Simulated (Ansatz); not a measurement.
# NaVSe3 (model cell, started as cubic perovskite with V in the octahedra): a soft mode frozen in

Which phase does NaVSe3 (model cell, started as cubic perovskite with V in the octahedra) fall into along its unstable mode, and how much energy does it gain?

Main program and level: Ansatz 0.2.0; DFT PBE, scalar-relativistic, plane waves, PAW; PAW set soft_1.

The structure was built from a prototype and need not be the compound's stable phase.

**1. Starting point**

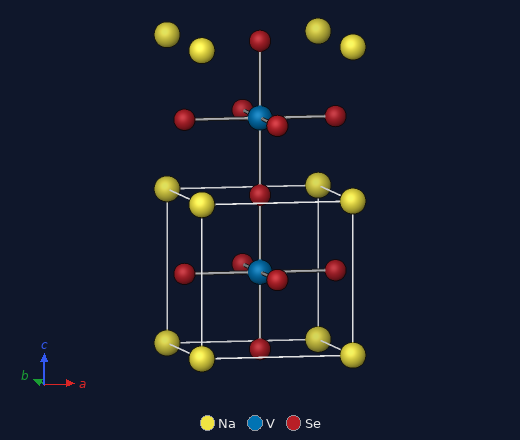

The starting structure, seen slightly off an axis (sodium yellow, vanadium blue, selenium red). 1×1×2 cells are drawn. Some periodic images of atoms are drawn too.

**2. The dispersion**

The cell comes from relaxations at this level that are not shown. Stability and thermal properties need the whole zone. Linear response on a 2×2×2 q mesh gives force constants as far as a supercell of that size would.

File input.yaml:

```yaml
crystal:
  lattice:
    - [4.8932201373, 0.0, 0.0]
    - [0.0, 4.8932201373, 0.0]
    - [0.0, 0.0, 4.8932201373]
  atoms:
    - { symbol: Na, position: [0.0, 0.0, 0.0] }
    - { symbol: V, position: [0.5, 0.5, 0.5] }
    - { symbol: Se, position: [0.5, 0.5, 0.0] }
    - { symbol: Se, position: [0.5, 0.0, 0.5] }
    - { symbol: Se, position: [0.0, 0.5, 0.5] }
kpoints:
  mp_grid: { grid: [8, 8, 8] }
hamiltonian:
  xc: pbe
  pseudopotentials: { kind: paw, azcp: { folder: soft_1 } }
scf:
  occupations: { method: methfessel_paxton, width: 0.2 }
output:
  eigenvalues: true
phonons:
  method: dfpt
  qmesh: [2, 2, 2]
  temperatures: { t_max: 1000, t_step: 50 }
  qpath:
    path:
      - [[0.0, 0.0, 0.0], [0.0, 0.5, 0.0], [0.5, 0.5, 0.0], [0.0, 0.0, 0.0], [0.5, 0.5, 0.5], [0.0, 0.5, 0.0]]
      - [[0.5, 0.5, 0.5], [0.5, 0.5, 0.0]]
    npoints: 10
```

Run with:

```bash
$ ansatz run input.yaml --threads 4 --pin off --max-ram 16384MiB --backend cpu --events-out ev --progress --plain --runs-dir out
```

Numbers of over 12 decimals in the logs are rounded to 6 here.

The program printed:

```text
Engine: ansatz 0.2.0, aarch64-unknown-linux-gnu
Pseudopotentials: kind: paw
Pseudopotential: Na, paw, valence charge 9, recommended cutoff 420 eV (normal), soft_1/Na.paw.azcp
Pseudopotential: V, paw, valence charge 13, recommended cutoff 420 eV (normal), soft_1/V.paw.azcp
Pseudopotential: Se, paw, valence charge 16, recommended cutoff 420 eV (normal), soft_1/Se.paw.azcp
Functional definition: PBE
  parameter kappa = 0.804
  parameter beta = 0.066725
  exchange = pbe_x(kappa = kappa, mu = beta*pi^2/3)
  correlation = pbe_c(beta = beta)
Crystal: 5 atoms, lattice volume = 117.161 Å³
Basis set: ecut = 420 eV, 2301 PW (Γ), exchange–correlation on 72×72×72 points (8 copies of the dense FFT grid, shifted against one another)
Bands: 42, of which v1, the nominal top of the filled ones, is band 35 counted from 1 (34 counted from 0)
Symmetry: 48 space group operations
k-points: 35 of 512
Non-local potential: Na, projectors of the file, l = 0: 3, l = 1: 2, l = 2: 1
Non-local potential: V, projectors of the file, l = 0: 3, l = 1: 2, l = 2: 3, l = 3: 1
Non-local potential: Se, projectors of the file, l = 0: 2, l = 1: 2, l = 2: 3, l = 3: 1
PAW form: soft (Blöchl's): semilocal exchange-correlation on the pseudo side does not see the compensation charge
PAW one-centre angular grid: Na, 110 points (default); XC on 64 Gauss nodes
PAW one-centre angular grid: V, 590 points (default); XC on 64 Gauss nodes
PAW one-centre angular grid: Se, 590 points (default); XC on 64 Gauss nodes
Initial density: superposition of atomic densities (chi_scale 0.1, normalization cell, long waves kept (reshape's long-wave potential 0.00 eV rms))
Initial wavefunctions: pseudopotential atomic-orbital guess
Functional: x = pbe(κ = 0.804, μ = 0.219515), c = pbe(β = 0.066725)
SCF iter   1: F=—  HF=-20814.864335 eV  |F-HF|=—  |Δ(HF+E_count)|=         —  Δρ=2.52e-1  dr2=1.22e2  ethr=3.10e-3  ⟨swp⟩=5.6  Hψ=5065  notcnv=0
preconditioner: auto → LDOS  [metal: Δε(μ)=0.051 eV  Ē_g=7.100 eV  σ=0.200 eV  W_gap=0.21  n_scr=26 (ndim 8)  ℏωp=16.8 eV  f_vac=0.015  D(μ)=7.84/eV (n_scr^D=80)  β→1.0]
SCF iter   2: F=—  HF=-20809.353087 eV  |F-HF|=—  |Δ(HF+E_count)|=    5.51e0  S|Δr|=    0.00e0  Δρ=7.89e-2  dr2=1.17e1  ethr=3.10e-3  ⟨swp⟩=3.8  Hψ=3394  notcnv=0  defer=11
SCF iter   3: F=—  HF=-20808.874646 eV  |F-HF|=—  |Δ(HF+E_count)|=   4.78e-1  S|Δr|=    0.00e0  Δρ=3.47e-2  dr2=5.71e-1  ethr=3.10e-3  ⟨swp⟩=3.1  Hψ=3160  notcnv=0  defer=9
SCF iter   4: F=—  HF=-20808.465443 eV  |F-HF|=—  |Δ(HF+E_count)|=   4.09e-1  S|Δr|=    0.00e0  Δρ=4.24e-3  dr2=2.44e-2  ethr=8.16e-4  ⟨swp⟩=2.6  Hψ=3104  notcnv=0
SCF iter   5: F=—  HF=-20808.468216 eV  |F-HF|=—  |Δ(HF+E_count)|=   2.77e-3  S|Δr|=    0.00e0  Δρ=1.55e-3  dr2=2.75e-3  ethr=3.49e-5  ⟨swp⟩=2.0  Hψ=1980  notcnv=0
SCF iter   6: F=—  HF=-20808.468287 eV  |F-HF|=—  |Δ(HF+E_count)|=   7.06e-5  S|Δr|=    0.00e0  Δρ=3.56e-4  dr2=1.65e-4  ethr=3.93e-6  ⟨swp⟩=2.1  Hψ=2250  notcnv=0
SCF iter   7: F=—  HF=-20808.468323 eV  |F-HF|=—  |Δ(HF+E_count)|=   3.59e-5  S|Δr|=    0.00e0  Δρ=1.53e-4  dr2=3.24e-5  ethr=2.36e-7  ⟨swp⟩=2.3  Hψ=2643  notcnv=0
SCF iter   8: F=—  HF=-20808.468328 eV  |F-HF|=—  |Δ(HF+E_count)|=   5.32e-6  S|Δr|=    0.00e0  Δρ=2.14e-5  dr2=3.10e-7  ethr=4.63e-8  ⟨swp⟩=1.6  Hψ=1710  notcnv=0
SCF iter   9: F=—  HF=-20808.468330 eV  |F-HF|=—  |Δ(HF+E_count)|=   1.59e-6  S|Δr|=    0.00e0  Δρ=5.56e-6  dr2=3.13e-8  ethr=4.43e-10  ⟨swp⟩=2.0  Hψ=2743  notcnv=0
SCF iter  10: F=—  HF=-20808.468330 eV  |F-HF|=—  |Δ(HF+E_count)|=   2.06e-8  S|Δr|=    0.00e0  Δρ=1.29e-6  dr2=2.62e-9  ethr=4.47e-11  ⟨swp⟩=2.0  Hψ=1759  notcnv=0
SCF iter  11: F=-20808.468330 eV  HF=-20808.468330 eV  |F-HF|=0.00e0  |Δ(HF+E_count)|=  4.69e-10  S|Δr|=    0.00e0  Δρ=6.58e-8  dr2=8.92e-12  ethr=1.00e-12  ⟨swp⟩=4.9  Hψ=6788  notcnv=0
the search or the solves at the SCF's close seem to have found levels that the self-consistency loop had missed (the run counts 1). By its estimate they hold under 1e-12 electrons; where the run keeps them, the occupations were computed again with them
SCF 1 converged in 11 iterations: F = -20808.468330 eV  dr2 = 8.92e-12
  greatest PAW one-centre occupation: 1.000 electrons in one spin orbital (limit 2), on the Se atom at site 2 (counted from 0), in its partial waves of l = 2
Initial density: read from a saved state, or passed on in memory by an earlier SCF of this step, an earlier step, the calling program or the single point that the run made first
iter 1 solved again at ethr=2.43e-7 eV; its pass at ethr=3.10e-3 eV (dr2=1.70e-4 eV) is discarded
SCF iter   1: F=—  HF=-20808.468330 eV  |F-HF|=—  |Δ(HF+E_count)|=         —  Δρ=5.24e-7  dr2=2.29e-10  ethr=2.43e-7  ⟨swp⟩=3.0  Hψ=8395  notcnv=0
eigensolver tolerance schedule: the retry pair's looser diagonalisation over-reported the residual by 740783.21 of it (diagonalisation noise at an unbounded share of the residual, at the tolerance the schedule requests for it); recorded, not acted on — ethr = c·dr2/N_el stays at c = 1.0e-1
preconditioner: auto → LDOS  [metal: Δε(μ)=0.071 eV  Ē_g=7.438 eV  σ=0.200 eV  W_gap=0.30  n_scr=26 (ndim 8)  ℏωp=16.8 eV  f_vac=0.118  D(μ)=3.39/eV (n_scr^D=26)  β→1.0]
SCF iter   2: F=—  HF=-20808.468330 eV  |F-HF|=—  |Δ(HF+E_count)|=   1.15e-7  S|Δr|=    0.00e0  Δρ=7.12e-7  dr2=5.36e-10  ethr=1.00e-12  ⟨swp⟩=3.9  Hψ=4372  notcnv=0
SCF iter   3: F=—  HF=-20808.468330 eV  |F-HF|=—  |Δ(HF+E_count)|=  1.42e-10  S|Δr|=    0.00e0  Δρ=2.86e-7  dr2=6.17e-11  ethr=1.00e-12  ⟨swp⟩=2.5  Hψ=2642  notcnv=0
SCF iter   4: F=—  HF=-20808.468330 eV  |F-HF|=—  |Δ(HF+E_count)|=  7.28e-12  S|Δr|=    0.00e0  Δρ=2.05e-7  dr2=3.37e-11  ethr=1.00e-12  ⟨swp⟩=1.0  Hψ=1470  notcnv=0
SCF iter   5: F=—  HF=-20808.468330 eV  |F-HF|=—  |Δ(HF+E_count)|=  7.28e-12  S|Δr|=    0.00e0  Δρ=1.53e-7  dr2=1.90e-11  ethr=1.00e-12  ⟨swp⟩=1.0  Hψ=1470  notcnv=0
SCF iter   6: F=-20808.468330 eV  HF=-20808.468330 eV  |F-HF|=0.00e0  |Δ(HF+E_count)|=  3.64e-12  S|Δr|=    0.00e0  Δρ=1.62e-8  dr2=2.90e-13  ethr=1.00e-12  ⟨swp⟩=2.0  Hψ=4156  notcnv=0
SCF 2 converged in 6 iterations: F = -20808.468330 eV  dr2 = 2.90e-13
phonons: the bands overlap, so this run is a metal and interpolates without the dipole-dipole term. If the crystal is really an insulator or semiconductor, its LO-TO splitting is missing
NSCF: frozen V_eff on 35 k-points
WARN: eigensolver did not converge (k=5): 1 band(s) unlocked after 20 sweeps at ethr=1.09e-12 eV (storage-precision floor; scheduled 1.00e-12 eV) (lowest unlocked band 41, counted from 0; max residual 3.06e-5 eV among the unlocked bands, 3.06e-5 eV over every band; other slots of this pass that fall short are told together in one closing line; warning suppressed until the next SCF loop or pass starts)
WARN: eigensolver did not converge in 5 slots of this pass, the one above among them; of largest residual over every band (k=9): 1 band(s) unlocked (lowest unlocked band 41, counted from 0; max residual 3.07e-3 eV among the unlocked bands, 3.07e-3 eV over every band); of lowest unlocked band (k=5): band 41
NSCF: frozen V_eff on 125 k-points
DFPT response loops at q = (0, 0, 0) (fractional): preconditioner auto → Kerker (q_TF=auto, 2.504 Å⁻¹) (partly filled bands, converged f_vac=0.118); β = 1.00, the filter's whole step (`scf.mixing.beta` (0.50) is not read by the response loops under this deck's `scf.mixing.preconditioner`; to damp them name `kerker` or `kerker_dos`, under which they read `scf.mixing.beta`, and type it under 1.00, their step now; both keys bind the ground state too); Broyden in place of MSR1
NSCF: frozen V_eff on 250 k-points
DFPT response loops at q = (0, 0, -0.5) (fractional): mixed as the last ones told, above
NSCF: frozen V_eff on 250 k-points
DFPT response loops at q = (0, -0.5, -0.5) (fractional): mixed as the last ones told, above
NSCF: frozen V_eff on 250 k-points
DFPT response loops at q = (-0.5, -0.5, -0.5) (fractional): mixed as the last ones told, above
SCF converged after 11 iterations
Stability not checked: this state was not tested for a lower state beside it, because cold or Methfessel-Paxton smearing, or corrected tetrahedra, fill the levels in a way that the test cannot read (fill_not_monotonic; see scf.lower_state_search)
Free energy (F): -20808.468330 eV
Harris-Foulkes:  -20808.468330 eV  (|F-HF|=0.00e0)
Internal energy: -20808.476472 eV  (E = F + TS)
E sigma→0 (E₀):  -20808.470365 eV
Entropy (-TS):   0.008142 eV (1.628 meV/atom)
Fermi energy:    7.350190 eV
--- Per-component energies (eV) ---
  E_band       = -1653.597229
  E_kinetic    = 740.245468
  E_local      = -11388.431623  (includes V_loc(G=0)·N_el)
  E_nonlocal   = -704.248963
  E_hartree    = 5518.967988
  E_xc         = -406.914974
  E_vxc        = -463.628822  (∫ρ·V_xc dr)
  E_paw        = -7808.839094  (= ΣΔE_a)
  E_vpaw       = -875.469159  (= ΣTr[D̂ρ^β])
  E_aug_tail   = 0.000081  (compensation charges beyond the density's cutoff)
  E_ewald      = -6759.255354
  E_smearing   = 0.008142  (= −TS)
  E_closure    = 0.000000  (closes the sum)
  Σ components = -20808.468330   (vs F -20808.468330, Δ=0.00e0)
--- Band table (eV; the first three rows and the last of 35) ---
  k-point 0: bands = [... 31 lower, 6.2427, 6.4745, 6.4745, 6.4745, 7.0754, 7.0754, 7.0754, 7.5632, ... 3 higher]
  k-point 1: bands = [... 31 lower, 6.1419, 6.3657, 6.4783, 6.6949, 6.6949, 7.3090, 7.3090, 7.5671, ... 3 higher]
  k-point 2: bands = [... 31 lower, 5.4726, 5.9198, 6.4875, 6.7701, 6.7701, 7.5740, 7.7415, 7.7415, ... 3 higher]
  k-point 34: bands = [... 31 lower, 3.5383, 7.8302, 7.8302, 7.8302, 8.0036, 8.0036, 8.0036, 9.4839, ... 3 higher]
--- Phonons (Γ-DFPT): 4 representative perturbations + reference (Σ response iterations 12) ---
  ASR residual: 5.461e-5 → 0.000e0 eV/Å²; symmetrization residual: 8.115e-6 eV/Å²
  ASR residual per site (eV/Å²): 2.63e-5 5.46e-5 5.90e-6 5.90e-6 5.90e-6
  Γ frequencies (cm⁻¹): -132.75 -132.75 -132.75 0.00 0.00 0.00 28.28 28.28 28.28 36.52 36.52 36.52 200.15 200.15 200.15
--- Phonons (arbitrary-q DFPT): 4 irreducible q on the 2×2×2 mesh ---
  q = [0.0000, 0.0000, 0.0000] (star 1, of the zone-centre solve; hermiticity 1.96e-6, symmetrization 1.64e-11): -132.75 -132.75 -132.75 -0.00 0.00 0.00 28.28 28.28 28.28 36.52 36.52 36.52 200.15 200.15 200.15
  q = [0.0000, 0.0000, -0.5000] (star 3, 9 solved perturbations in 975 linear systems a pass and spin channel, the states on 125 of 512 k-point pairs; hermiticity 6.53e-7, symmetrization 1.32e-11): -122.59 -122.59 4.34 4.34 37.18 37.18 46.65 50.24 52.27 84.75 84.75 124.93 190.22 190.22 206.31
  q = [0.0000, -0.5000, -0.5000] (star 3, 9 solved perturbations in 975 linear systems a pass and spin channel, the states on 125 of 512 k-point pairs; hermiticity 8.74e-7, symmetrization 3.52e-11): -114.06 -48.67 -46.34 -46.34 36.92 50.50 50.50 65.85 83.22 83.22 125.87 125.87 127.66 178.75 230.17
  q = [-0.5000, -0.5000, -0.5000] (star 1, 4 solved perturbations in 350 linear systems a pass and spin channel, the states on 125 of 512 k-point pairs; hermiticity 2.51e-7, symmetrization 4.59e-11): -91.22 -91.22 -49.22 -49.22 -49.22 40.80 40.80 40.80 87.91 87.91 87.91 126.83 126.83 126.83 251.65
  sum rule: each row above includes the acoustic sum rule's correction from the zone centre's row sums; it moved no ω² by more than (0.56 cm⁻¹)²
  mesh force constants: q→R imaginary residual 3.42e-18; ASR residual 5.461e-5 → 0.000e0 eV/Å²; symmetrization residual 1.243e-14 eV/Å²
  interpolated dispersion: 62 rows × 15 modes
  density of states and harmonic sums: on the 14×14×14 q-mesh, interpolated from the force constants of a 2×2×2 supercell (no non-analytic term)
  largest difference from the sums on the solved wave vectors: F 2.92e-1 eV, S 3.70e-4 and C_V 7.78e-5 eV/K
  zero-point energy: 0.064250 eV/cell   skipped modes (ω ≤ 0): 535, of them read as no rigid motion or as one in doubt: 532 (4.528e0 modes/cell left out, lowest -132.75 cm⁻¹)   left out of the sums: 3.02e-1 of the cell's modes: C_V's classical limit lies that fraction below 3 k_B per atom; for a crystal, a wire or a layer, F and S can be off by more, and a phonons.interpolated_qmesh denser along its periods is the remedy for the sampling
```

Wall time 8.6 min (4 threads of Arm Neoverse V1, shared host); peak memory 1.8 GiB; 34 min of CPU time.

This run has no spin polarisation, although V can carry a moment.

Numbers from this step:

* volume per atom: 23.43 Å³
* gap on the k-mesh: 0 eV
* sum-rule residual before enforcement: 5.46e-5 eV/Å²
* lowest frequency on the path: -132.8 cm⁻¹
* point group: m-3m
* highest frequency on the path or at a solved wavevector: 251.7 cm⁻¹
* highest optical mode at the zone centre (no LO-TO term): 200.2 cm⁻¹
* lowest optical zone-centre mode: -132.8 cm⁻¹
* lowest mode on the q mesh (acoustic modes at Γ apart): -132.8 cm⁻¹

Frequencies (cm⁻¹) solved at each irreducible wavevector; negative means imaginary. Frequencies by wavevector, by row:

```
q in reciprocal lattice units  star  mode 1  mode 2  mode 3  mode 4  mode 13  mode 14  mode 15
                        0 0 0     1  -132.8  -132.8  -132.8       0    200.2    200.2    200.2
                     0 0 -0.5     3  -122.6  -122.6     4.3     4.3    190.2    190.2    206.3
                  0 -0.5 -0.5     3  -114.1   -48.7   -46.3   -46.3    127.7    178.8    230.2
               -0.5 -0.5 -0.5     1   -91.2   -91.2   -49.2   -49.2    126.8    126.8    251.7
```

Interpolated from a 2×2×2 q mesh. The phonon branches at the labelled points (cm⁻¹):

```
    point  branch 1  branch 2  branch 3  branch 4  branch 12  branch 13  branch 14  branch 15
        Γ      -133      -133      -133         0         36        200        200        200
        X      -123      -123         4         4        125        190        190        206
        M      -114       -49       -46       -46        126        128        179        230
        Γ      -133      -133      -133         0         36        200        200        200
        R       -91       -91       -49       -49        127        127        127        252
        X      -123      -123         4         4        125        190        190        206
jump to R       -91       -91       -49       -49        127        127        127        252
        M      -114       -49       -46       -46        126        128        179        230
```

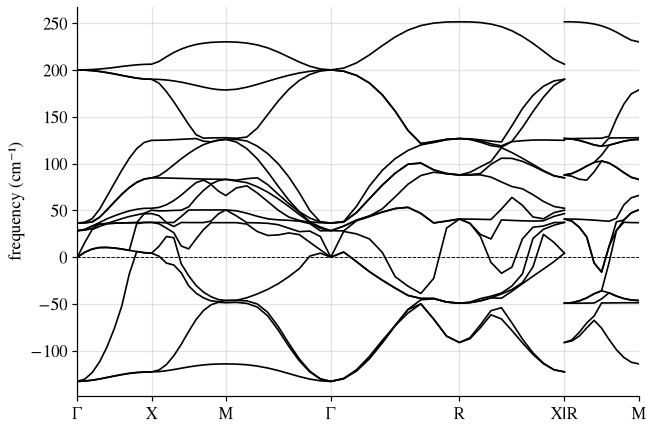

Phonon branches along the path.

Symmetry leaves 4 wavevectors to solve. The lowest mode among them, the acoustic zeros apart, lies at Γ and is imaginary, 132.8i cm⁻¹, so the energy falls along it.

**3. The mode frozen in, largest atomic shift 0 Å**

The mode followed lies at q = (0, 0, -0.5) with frequency 122.6i cm⁻¹ and is 2-fold degenerate, one of the unstable modes though not the softest. At small amplitude the distorted cell has space group no. 63 by a symmetry search on the positions. The undistorted cell that holds it gives the zero of energy on the same k mesh.

System of this step: NaVSe3 (model cell, started as cubic perovskite with V in the octahedra). It takes space group Pm-3m (No. 221, cubic). Conventional cell: a = 4.893 Å, b = 4.893 Å, c = 4.893 Å, α = 90.00°, β = 90.00°, γ = 90.00°. Nearest to Na lie 12 Se at 3.46 Å. Nearest to V lie 6 Se at 2.45 Å. Se has 2 V at 2.45 Å and 4 Na at 3.46 Å nearest. Nearest to Se lie 2 V at 2.45 Å and 4 Na at 3.46 Å. Farther neighbours and most contacts between anions are not listed.

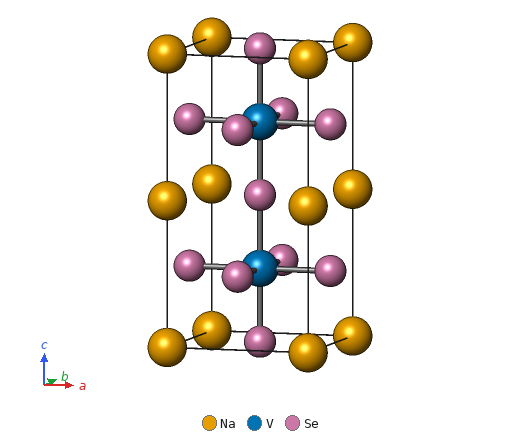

The cell of this step (sodium orange, vanadium blue, selenium pink). Some periodic images of atoms are drawn too.

File input.yaml:

```yaml
crystal:
  lattice:
    - [4.8932201373, 0.0, 0.0]
    - [0.0, 4.8932201373, 0.0]
    - [0.0, 0.0, 9.7864402746]
  atoms:
    - { symbol: Na, position: [0.0, 0.0, 0.0] }
    - { symbol: Na, position: [0.0, 0.0, 0.5] }
    - { symbol: V, position: [0.5, 0.5, 0.25] }
    - { symbol: V, position: [0.5, 0.5, 0.75] }
    - { symbol: Se, position: [0.5, 0.5, 0.0] }
    - { symbol: Se, position: [0.5, 0.5, 0.5] }
    - { symbol: Se, position: [0.5, 0.0, 0.25] }
    - { symbol: Se, position: [0.5, 0.0, 0.75] }
    - { symbol: Se, position: [0.0, 0.5, 0.25] }
    - { symbol: Se, position: [0.0, 0.5, 0.75] }
kpoints:
  mp_grid: { grid: [8, 8, 4] }
hamiltonian:
  xc: pbe
  pseudopotentials: { kind: paw, azcp: { folder: soft_1 } }
scf:
  occupations: { method: methfessel_paxton, width: 0.2 }
output:
  forces: true
  stress: true
  eigenvalues: true
```

The program printed:

```text
[...]
Crystal: 10 atoms, lattice volume = 234.323 Å³
Basis set: ecut = 420 eV, 4573 PW (Γ), exchange–correlation on 72×72×144 points (8 copies of the dense FFT grid, shifted against one another)
Bands: 84, of which v1, the nominal top of the filled ones, is band 70 counted from 1 (69 counted from 0)
Symmetry: 32 space group operations
[...]
k-points: 45 of 256
[...]
k-point 0: bands = [... 66 lower, 6.4745, 6.4745, 6.5008, 6.8098, 6.8098, 7.0754, 7.0754, 7.0754, ... 10 higher]
  k-point 1: bands = [... 66 lower, 6.4783, 6.4969, 6.6949, 6.6949, 6.8000, 6.8000, 7.3090, 7.3090, ... 10 higher]
  k-point 2: bands = [... 66 lower, 6.4876, 6.4876, 6.7701, 6.7701, 6.7701, 6.7701, 7.5740, 7.5740, ... 10 higher]
  k-point 44: bands = [... 66 lower, 6.7581, 6.7581, 7.8104, 7.8104, 7.9476, 7.9476, 8.0768, 8.0768, ... 10 higher]
[key lines of the parts left out:]
SCF converged after 9 iterations
Free energy (F): -41616.936660 eV
Fermi energy:    7.350204 eV
P = ⅓ Tr σ = -0.0047 GPa (-0.047 kbar)
```

It took 16 s on 4 threads; peak memory 1.1 GiB.

Numbers from this step:

```
pressure                         : -0.004728 GPa
energy from the undistorted cell : 0 meV/atom
```

The run ends at a pressure of 0.00 GPa.

**4. The mode frozen in, largest atomic shift 0.32 Å**

The atoms are moved along the unstable eigenvector, the largest shift by 0.32 Å, with the cell fixed.

input.yaml, the sections that differ from step 3:

```yaml
crystal:
  lattice:
    - [4.8932201373, 0.0, 0.0]
    - [0.0, 4.8932201373, 0.0]
    - [0.0, 0.0, 9.7864402746]
  atoms:
    - { symbol: Na, position: [0.0, 0.0, 0.0] }
    - { symbol: Na, position: [0.0, 0.0, 0.5] }
    - { symbol: V, position: [0.5462423851, 0.4537576149, 0.25] }
    - { symbol: V, position: [0.4537576149, 0.5462423851, 0.75] }
    - { symbol: Se, position: [0.5, 0.5, 0.0] }
    - { symbol: Se, position: [0.5, 0.5, 0.5] }
    - { symbol: Se, position: [0.4835536574, -0.0067878203, 0.25] }
    - { symbol: Se, position: [0.5164463426, 0.0067878203, 0.75] }
    - { symbol: Se, position: [0.0067878203, 0.5164463426, 0.25] }
    - { symbol: Se, position: [-0.0067878203, 0.4835536574, 0.75] }
# kpoints, hamiltonian, scf, output: as in step 3
```

The program printed:

```text
[...]
Crystal: 10 atoms, lattice volume = 234.323 Å³
Basis set: ecut = 420 eV, 4573 PW (Γ), exchange–correlation on 72×72×144 points (8 copies of the dense FFT grid, shifted against one another)
Bands: 84, of which v1, the nominal top of the filled ones, is band 70 counted from 1 (69 counted from 0)
Symmetry: 8 space group operations
[...]
k-points: 63 of 256
[...]
k-point 0: bands = [... 66 lower, 6.1246, 6.4139, 6.6165, 6.6621, 6.6949, 6.9138, 7.5839, 7.9313, ... 10 higher]
  k-point 1: bands = [... 66 lower, 6.0394, 6.1059, 6.1217, 6.2995, 7.2027, 7.3674, 7.9005, 7.9760, ... 10 higher]
  k-point 2: bands = [... 66 lower, 5.9066, 5.9066, 6.1425, 6.1425, 7.7055, 7.7055, 7.8560, 7.8560, ... 10 higher]
  k-point 62: bands = [... 66 lower, 6.8214, 6.8214, 7.7229, 7.7229, 7.7973, 7.7973, 7.9880, 7.9880, ... 10 higher]
[key lines of the parts left out:]
SCF converged after 11 iterations
Free energy (F): -41617.118070 eV
Fermi energy:    7.378443 eV
P = ⅓ Tr σ = 1.1391 GPa (11.391 kbar)
```

Elapsed: 23 s, on 4 threads; peak memory 1.3 GiB.

This step gave:

```
pressure                         : 1.139 GPa
energy from the undistorted cell : -17.62 meV/atom
```

The energy, extrapolated to zero smearing, is -17.62 meV/atom against the undistorted cell.

The run ends at a pressure of 1.14 GPa, with forces up to 0.36 eV/Å.

(Part 1 of 3 ends here.)

[Logs are printed without paths, hosts, clocks, repeated set-up lines and the standing remarks that a program may print on its own settings, such as how far it seeks lower states.]

[Hosts, paths, dates, database ids (printed as entryN), source tags and the programs' standing remarks are cut or masked in the printed files.]
